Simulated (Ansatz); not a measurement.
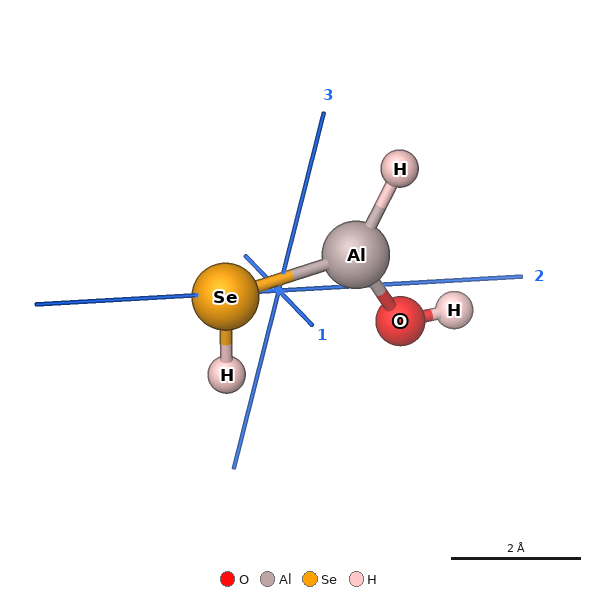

The three principal axes of inertia are drawn and numbered. Depth is shown by fading: the farther an atom, the more it takes the colour of the background. Computed geometry: PBE0-D4/def2-TZVP optimisation. No frequency run is at hand to confirm it as a minimum. Masses are those of the most abundant isotopes; constants are for the rigid equilibrium geometry.

**Which line is the a axis (least moment of inertia), which b and which c?**

a is line 2, b is line 3, c is line 1; the moments are 23.4, 223, 247 u Å².

**Classify the rotor and give the rotational constants (cm⁻¹).**

An asymmetric top (Cs): A = 0.721, B = 0.0755, C = 0.0684 cm⁻¹. Ray's parameter κ is −0.98, close to the prolate limit.
